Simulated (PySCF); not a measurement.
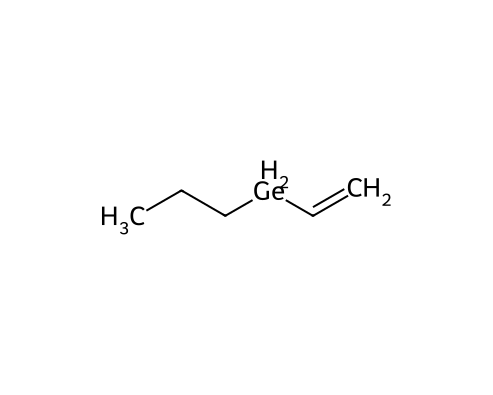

Simulated data, not a measurement (program: PySCF).

A structural formula.

> Give its SMILES.

C=[CH][GeH2][CH2]CC

> What is the molecular formula?

C5H12Ge.

> An optimisation with GFN2-xTB gave a structure of which point group?

C1. Other conformers may differ.
